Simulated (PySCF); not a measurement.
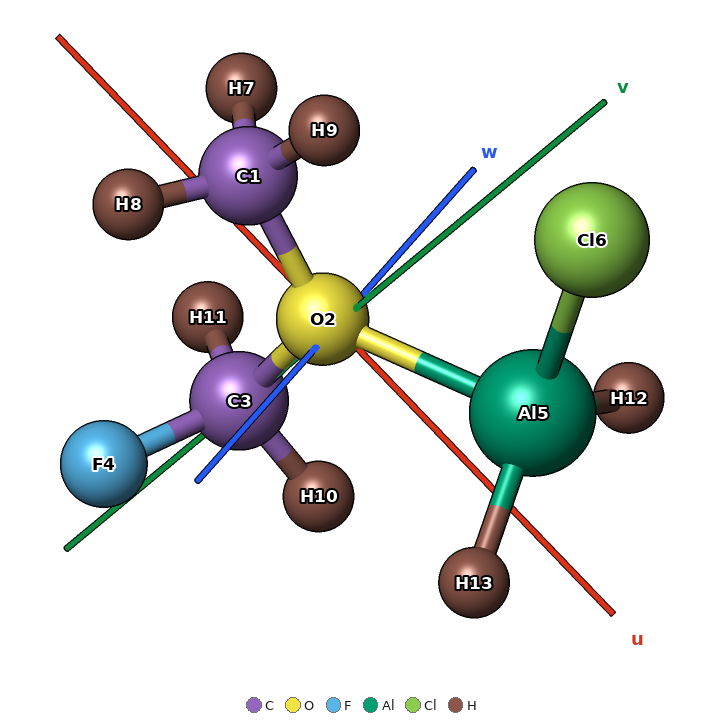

The lines u, v and w are the principal axes of the static dipole polarisability. The geometry was computed by an optimisation with PBE0-D3(BJ)/def2-SVP. No frequency run is at hand to confirm it as a minimum. Method: ωB97X-D/def2-SVPD (PySCF 2.14.0).

Along which axis is the molecule most polarisable, and along which least?

Most along v (nearly parallel to the O2–C3 bond), least along w.

Give the three principal values.

u 73.2, v 80.8, w 66.4 bohr³; mean 73.5, anisotropy 12.5 bohr³.
